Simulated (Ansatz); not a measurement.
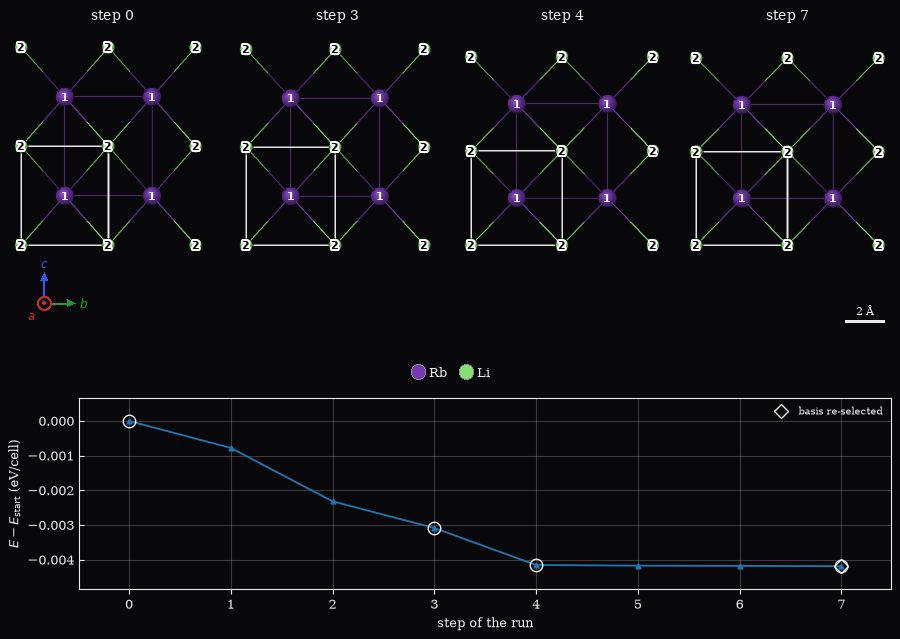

Frames of a relaxation of a crystal of RbLi (built on the CuAu (L1_0)_123 type), marked on the history of the run. The picture is a ball-and-stick view of the cell of the calculation, repeated 1 × 2 × 2 with one cell outlined, seen along the a axis.

Case: CuAu (L1_0) type (P4/mmm, No. 123).

Method: Ansatz 0.2.0, DFT PBE, scalar-relativistic, plane waves, PAW.

Input
```yaml
crystal:
  lattice:
    - [4.5030810439, 0.0, 0.0]
    - [0.0, 4.5030810439, 0.0]
    - [0.0, 0.0, 5.1064063769]
  atoms:
    - { symbol: Rb, position: [0.5, 0.5, 0.5] }
    - { symbol: Li, position: [0.0, 0.0, 0.0] }
basis:
  ecutwfc: 420
kpoints:
  mp_grid: { grid: [12, 12, 12] }
hamiltonian:
  xc: pbe
scf:
  occupations: { method: gaussian, width: 0.1 }
output:
  forces: true
  stress: true
  eigenvalues: true
relax:
  adjacent_minimum: "off"
  f_tol: 0.01
  max_steps: 80
  cell: { stress_tol: 0.05 }
```

Command:
```bash
ansatz run input.yaml --threads 1 --pin off --max-ram 2560MiB --backend cpu --events-out ev --progress --plain --runs-dir out
```

Describe the path.

The atoms keep their places relative to the cell (all moves are under 0.005 Å). The volume changes by +3.6 %, with a = b 4.503 → 4.712 Å (+4.6 %), c 5.106 → 4.832 Å (−5.4 %). Near-neighbour distances that change, for instance: Rb1–Rb1 5.106 → 4.832 Å, Rb1–Rb1 (another image) 4.503 → 4.712 Å, Rb1–Li2 4.081 → 4.115 Å. The space group stays P4/mmm (No. 123). Over 6 accepted moves (7 points after the start) the energy falls by 4.2 meV per cell of the calculation. All forces vanish by symmetry, so only the cell relaxes. The pressure goes from 0.16 to 0.00 GPa. At 1 point the geometry stayed and the basis and grid were re-selected for the new cell (energy shift of less than 0.05 meV per cell of the calculation at most each time). From step 0 to 3: volume +3.4 %, energy −3.1 meV per cell of the calculation. From step 3 to 4: energy −1.1 meV per cell of the calculation. From step 4 to 7: volume +0.2 %, energy 0.0 meV per cell of the calculation.

```csv
step,"E − E(0), meV/atom","pressure, GPa","volume, Å³/atom",note
0,0.00,0.16,51.773,
1,-0.39,0.12,52.151,
2,-1.16,-0.02,53.606,
3,-1.54,0.00,53.519,
4,-2.07,0.01,53.525,
5,-2.08,0.00,53.609,
6,-2.09,0.00,53.632,
7,-2.09,0.00,53.632,"same geometry, new basis"
```
